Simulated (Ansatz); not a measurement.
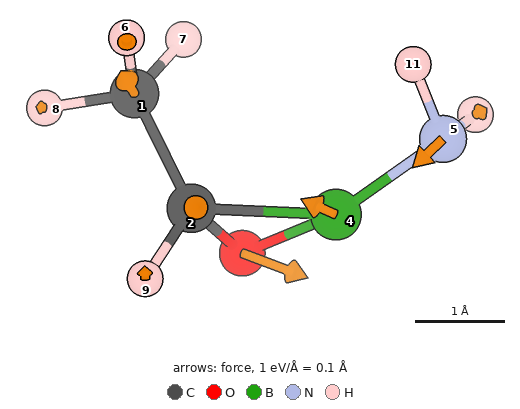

Starting geometry of C$_{2}$H$_{6}$BNO with the computed forces as orange arrows. Style: ball-and-stick. Shown face on.

The run prepares an end point of a later path (hydrogen shift) calculation, from a guessed geometry.

The calculation used Ansatz 0.2.0, RKS LDA/STO-3G. (no spin polarisation; force threshold 0.02 eV/Å; at most 50 steps)

Is this structure relaxed? If not, where do the atoms go?

It isn't relaxed: the largest force vector, on the O atom, is 9.00 eV/Å. The final displacements have little in common with the starting forces (cosine between the two patterns 0.21). The energy falls by 62.8 kcal/mol in 8 accepted moves (9 points after the start). Largest force component: 7.9 eV/Å at the start, 0.017 eV/Å at the end. The line search rejected the trial step at point 5 of the run. The largest moves after the best rigid fit, 0.71 Å, are those of H atoms. Largest moves by element: H 0.71 Å, B 0.45 Å, C 0.33 Å, O 0.30 Å, N 0.15 Å. Some distances before and after: C–O 1.346 → 1.521 Å, B–O 1.529 → 1.382 Å, B–N 1.509 → 1.381 Å, B–C 1.636 → 1.523 Å. Among the angles between lasting bonds that change: B–N–H 105.6° → 124.0°, C–B–N 139.8° → 156.6°, B–N–H 107.0° → 123.1°. Groups turn about B–O by about 55°. The run took of the order of 17 core-seconds on a shared host.

Limits of the set-up: STO-3G is a minimal basis, so the numbers are rough.
